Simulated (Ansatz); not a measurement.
# Calculations on BHBrCl2F

**1. Relaxation**

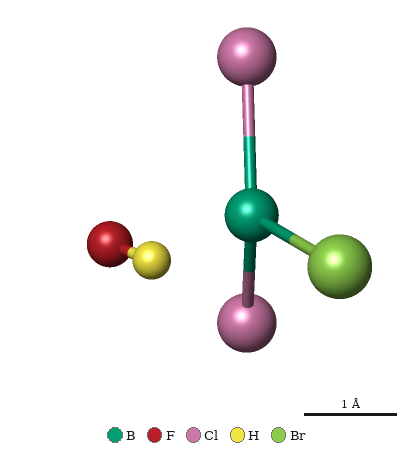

Starting structure of BHBrCl$_{2}$F (started from a transition state, displaced along its imaginary mode). The picture is a ball-and-stick view, seen from a free direction.

These are results of RKS PBE0-D4/def2-TZVP in Ansatz, not measurements.

Input file:
```yaml
crystal:
  periodic: [false, false, false]
  atoms:
    - {symbol: B, position_ang: [-0.365703, 0.273785, -0.257254]}
    - {symbol: F, position_ang: [1.316318, -0.351741, 0.147424]}
    - {symbol: Cl, position_ang: [-0.676127, -0.336290, -1.876142]}
    - {symbol: Cl, position_ang: [-0.263985, 2.004892, 0.029606]}
    - {symbol: H, position_ang: [0.972546, -0.714535, 0.667512]}
    - {symbol: Br, position_ang: [-0.982950, -0.876112, 1.288854]}
basis:
  gaussian: {orbitals: def2-TZVP}
hamiltonian: {xc: pbe0, dispersion: d4}
relax: {f_tol: 0.005, max_steps: 200}
```

Launched with:
```bash
ansatz run in.yaml --threads 4 --pin off --events-out ev --progress --plain --max-ram 9574MiB
```

Q: Where does the relaxation end?

A: The atom that moves furthest after the best rigid fit is F2 (0.81 Å). By element the largest moves are F 0.81 Å, H 0.52 Å, B 0.51 Å, Br 0.28 Å, Cl 0.27 Å. Among the contacts that change: B1–F2 1.840 → 3.152 Å, F2–Br6 2.620 → 3.342 Å, H5–Br6 2.058 → 2.590 Å, F2–H5 0.721 → 0.925 Å. Among the angles between lasting bonds that change: Cl3–B1–Br6 116.9° → 119.3°. Over 16 accepted moves (20 points after the start) the energy falls by 273.7 kJ/mol. Largest force component: 20 eV/Å at the start, 0.0024 eV/Å at the end. The line search rejected the trial steps at points 6, 10, 12, 18 of the run. The forces were under the threshold at step 15, but the run went on from there.

History of the run:

```json
{"step": "0", "E − E(0), kJ/mol": "0.00", "largest force component, eV/Å": "19.9206", "note": ""}
{"step": "1", "E − E(0), kJ/mol": "-238.92", "largest force component, eV/Å": "0.8223", "note": ""}
{"step": "2", "E − E(0), kJ/mol": "-244.95", "largest force component, eV/Å": "0.7542", "note": ""}
{"step": "3", "E − E(0), kJ/mol": "-247.46", "largest force component, eV/Å": "0.4829", "note": ""}
{"step": "4", "E − E(0), kJ/mol": "-260.09", "largest force component, eV/Å": "0.7446", "note": ""}
{"step": "5", "E − E(0), kJ/mol": "-270.15", "largest force component, eV/Å": "0.5750", "note": ""}
{"step": "6", "E − E(0), kJ/mol": "-266.30", "largest force component, eV/Å": "0.9927", "note": "rejected"}
{"step": "7", "E − E(0), kJ/mol": "-272.00", "largest force component, eV/Å": "0.4415", "note": ""}
{"step": "8", "E − E(0), kJ/mol": "-272.94", "largest force component, eV/Å": "0.1366", "note": ""}
{"step": "9", "E − E(0), kJ/mol": "-273.26", "largest force component, eV/Å": "0.1059", "note": ""}
{"step": "10", "E − E(0), kJ/mol": "-273.05", "largest force component, eV/Å": "0.4480", "note": "rejected"}
{"step": "11", "E − E(0), kJ/mol": "-273.49", "largest force component, eV/Å": "0.0355", "note": ""}
{"step": "12", "E − E(0), kJ/mol": "-273.33", "largest force component, eV/Å": "0.2053", "note": "rejected"}
{"step": "13", "E − E(0), kJ/mol": "-273.61", "largest force component, eV/Å": "0.0703", "note": ""}
{"step": "14", "E − E(0), kJ/mol": "-273.69", "largest force component, eV/Å": "0.0223", "note": ""}
{"step": "15", "E − E(0), kJ/mol": "-273.70", "largest force component, eV/Å": "0.0045", "note": ""}
{"step": "16", "E − E(0), kJ/mol": "-273.71", "largest force component, eV/Å": "0.0181", "note": ""}
{"step": "17", "E − E(0), kJ/mol": "-273.71", "largest force component, eV/Å": "0.0161", "note": ""}
{"step": "18", "E − E(0), kJ/mol": "-273.65", "largest force component, eV/Å": "0.0824", "note": "rejected"}
{"step": "19", "E − E(0), kJ/mol": "-273.71", "largest force component, eV/Å": "0.0053", "note": ""}
{"step": "20", "E − E(0), kJ/mol": "-273.71", "largest force component, eV/Å": "0.0024", "note": ""}
```

Final geometry:

```xyz
6

B    -0.8402    0.4276   -0.3446
F     2.0530   -0.6266    0.3272
Cl   -0.9097   -0.2168   -1.9456
Cl   -0.4995    2.0970   -0.0608
H     1.3810   -0.9518    0.8729
Br   -1.1845   -0.7295    1.1509
```

After the run, drawn alike:

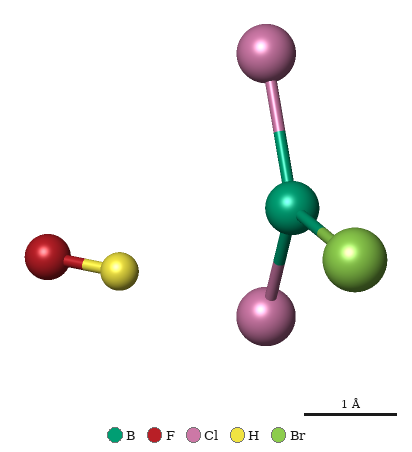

**2. Relaxation**

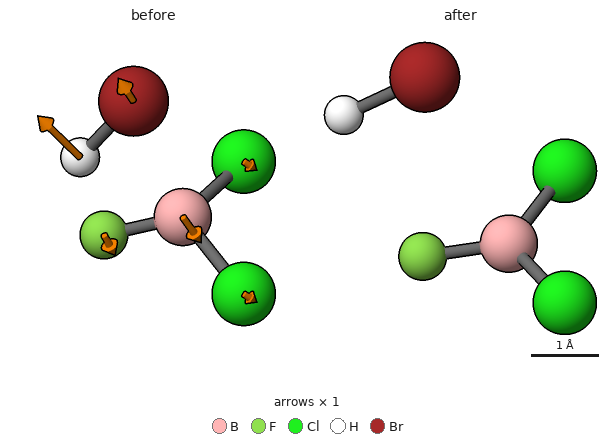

The structure of BHBrCl₂F (started from a transition state, displaced along its imaginary mode) before (left) and after (right) a relaxation, at one scale. The orange arrows give the displacements, at their true length.

A ball-and-stick model, seen from a free direction.

These are results of Ansatz 0.2.0, RKS PBE0-D4/def2-TZVP, not measurements. Settings: force threshold 0.005 eV/Å; at most 200 steps.

> Summarise the run.

Over 19 accepted moves (22 points after the start) the energy falls by 1.327 eV. The largest force component goes from 6.5 to 0.0019 eV/Å. The line search rejected the trial steps at points 6, 13, 20 of the run. The atom that moves furthest after the best rigid fit is the H atom (1.06 Å). By element the largest moves are H 1.06 Å, B 0.60 Å, Br 0.53 Å, F 0.46 Å, Cl 0.28 Å. Among the contacts that change: B–Br 2.399 → 3.513 Å, Br–F 2.673 → 3.530 Å, Br–Cl 3.355 → 4.072 Å, B–F 1.231 → 1.313 Å. Bond angles that change, for instance: Cl–B–Cl 116.8° → 121.6°, F–B–Cl 117.1° → 119.2°. Cost: 83 s on 4 threads of Arm Neoverse V1, with other jobs on the host.

**3. Reaction**

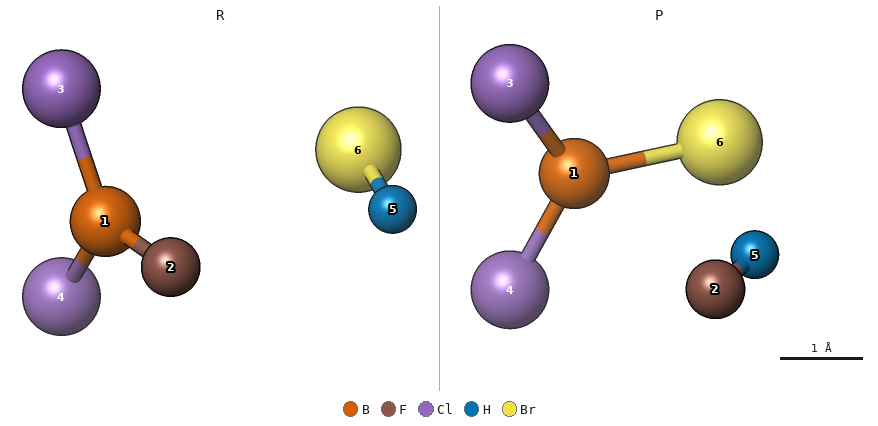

Reactant (R) and product (P) of one elementary step of BHBrCl₂F. The picture is a ball-and-stick view, seen at a tilt.

Stationary points at PBE0-D4/def2-TZVP, single-point energies with CCSD(T)/CBS, B2PLYP, BHLYP-D4, PBE-D4 (def2-TZVPP where no basis is named; Ansatz 0.2.0). The energies are electronic, without zero-point or thermal terms, and both ends are the minima reached downhill from the saddle, with any fragments still in contact. CCSD(T)/CBS stands for a frozen-core estimate: MP2 correlation extrapolated from def2-TZVPP and def2-QZVPP, CCSD(T) minus MP2 from the smaller set.

Predict the saddle point between them and the barrier.

Answer. Counted by bonded pieces, R holds BCl₂F + HBr and P holds BBrCl₂ + HF. From R over the saddle to P, bonds form: B1–Br6 (3.51 → 2.21 → 1.92 Å), F2–H5 (3.03 → 1.15 → 0.92 Å). Bonds break: B1–F2 (1.31 → 1.54 → 3.15 Å), H5–Br6 (1.42 → 1.71 → 2.59 Å). The saddle has one imaginary mode, 814i cm⁻¹. With CCSD(T)/CBS the barrier is 140.5 kJ/mol from R and 78.5 kJ/mol from P, and P lies 61.9 kJ/mol above R.

```
      level  barrier from R (kJ/mol)  barrier from P (kJ/mol)  P less R (kJ/mol)
CCSD(T)/CBS                    140.5                     78.5               61.9
     B2PLYP                    146.4                     75.9               70.5
   BHLYP-D4                    162.8                     85.6               77.2
     PBE-D4                    109.4                     50.6               58.8
```

Against CCSD(T)/CBS, B2PLYP comes closest on the barrier from R (+5.9 kJ/mol) and PBE-D4 misses most (−31.0 kJ/mol).

The saddle point in the same view, with dashed sticks for the bonds that form or break:

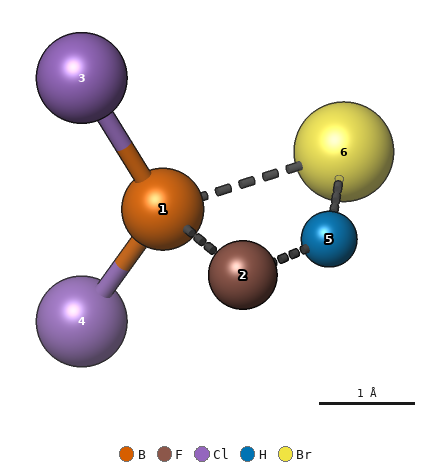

Limits of the set-up: the start holds two separate molecules, 3.0 Å apart at their closest, whose relative position is a soft coordinate.
